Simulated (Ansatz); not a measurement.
C$_{2}$H$_{5}$Ga

The calculation's input:

```
crystal:
  periodic: [false, false, false]
  atoms:
    - {symbol: C, position_ang: [-0.794238, 1.188387, 0.321918]}
    - {symbol: C, position_ang: [0.531635, 0.843615, 0.999867]}
    - {symbol: Ga, position_ang: [0.314014, 0.468513, 2.998595]}
    - {symbol: H, position_ang: [-1.522001, 0.375180, 0.413343]}
    - {symbol: H, position_ang: [-1.258472, 2.076735, 0.763117]}
    - {symbol: H, position_ang: [-0.683443, 1.391278, -0.748369]}
    - {symbol: H, position_ang: [0.990074, -0.035199, 0.526034]}
    - {symbol: H, position_ang: [1.253642, 1.662048, 0.873674]}
basis:
  gaussian: {orbitals: def2-TZVPD}
total_charge: 0
hamiltonian: {xc: {name: PBE0}}
output: {forces: true, orbitals: {seedname: orbitals}}
```

Command:

```sh
ansatz run input.yaml --threads 2 --pin off --max-ram 4350MiB --events-out events.jsonl --progress --plain --runs-dir runs
```

Geometry: PBE0-D4/def2-TZVP.

Method: isolated molecule in a Gaussian basis; Kohn-Sham density functional theory, functional PBE0 in Ansatz 0.2.0.

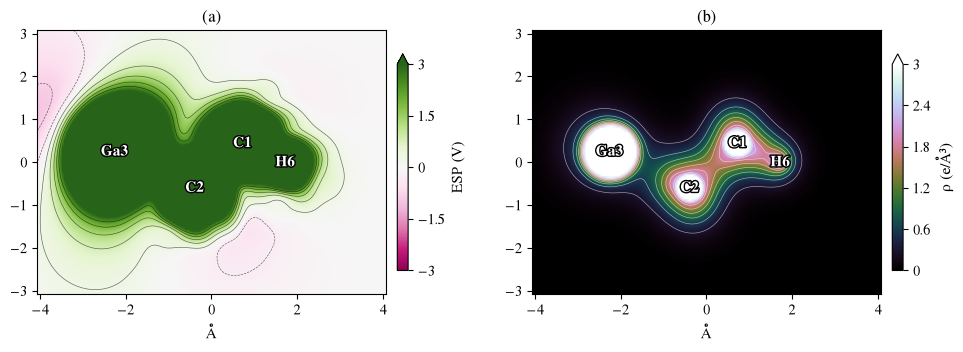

Figure 1. (a) molecular electrostatic potential; (b) electron density on the plane of atoms C1, C2 and Ga3.

Question: Describe what can be read from this map.

Answer: The plane passes through C, Ga and H nuclei. C–C (1.53 Å): ρ at the midpoint is about 1.6 e/Å³. C–Ga (2.05 Å): ρ is about 0.71 e/Å³ halfway. C–H (1.09 Å): ρ is about 2 e/Å³ halfway. Outside the dense part of the molecule the potential is most negative (−1.0 V) near C2.

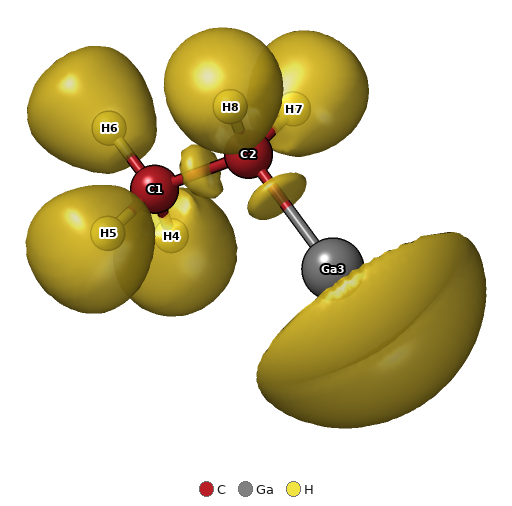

Figure 2. Isosurface of the ELF at 0.85 (yellow), seen at a tilt. Only the valence region is drawn (cores and ρ < 0.01 e/Å³ removed).

Question: Describe the localisation domains.

Answer: The surface consists of one region between bonded C–C atoms (shared pairs), five regions around hydrogen nuclei, one lobe of the valence shell of C pointing towards Ga (polar bonds) and one lobe on Ga, pointing away from the bonds (lone pairs). Profiles from the grid: C–C (1.53 Å): the ELF peaks at about 0.95 between the atoms: a covalent bond. C–Ga (2.05 Å): the ELF peaks at about 0.95 in the valence shell of C, 0.7 Å from its nucleus, and is about 0.60 at the midpoint.

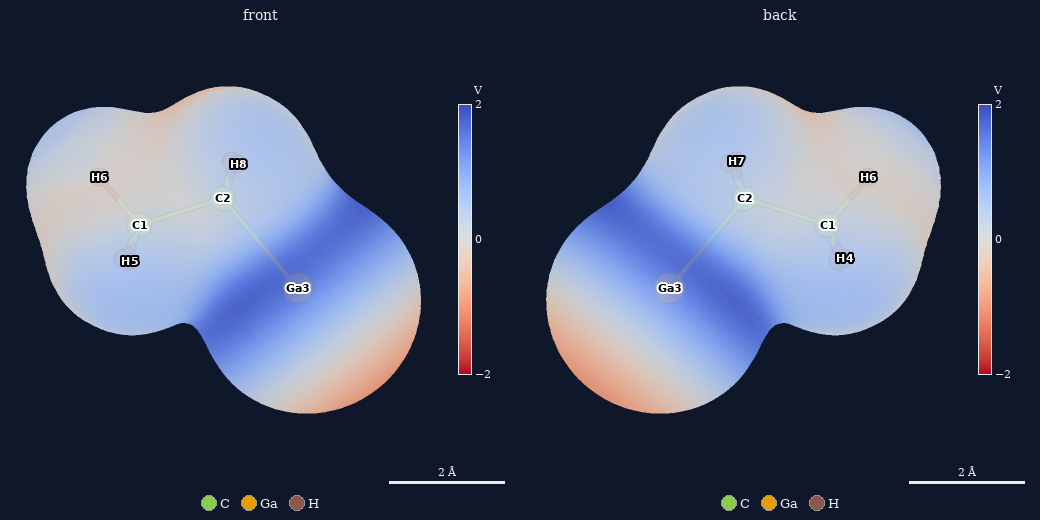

Figure 3. The molecular electrostatic potential painted on the density surface at 0.002 e/bohr³, seen from the front and from behind; red is negative and blue positive.

Question: Where is the surface potential most negative and most positive?

Answer: The most negative region (about −0.9 V) lies over C2, the most positive (about +1.7 V) over Ga3.

Question: What dipole moment does the calculation give?

Answer: Its dipole moment is 0.61 D.
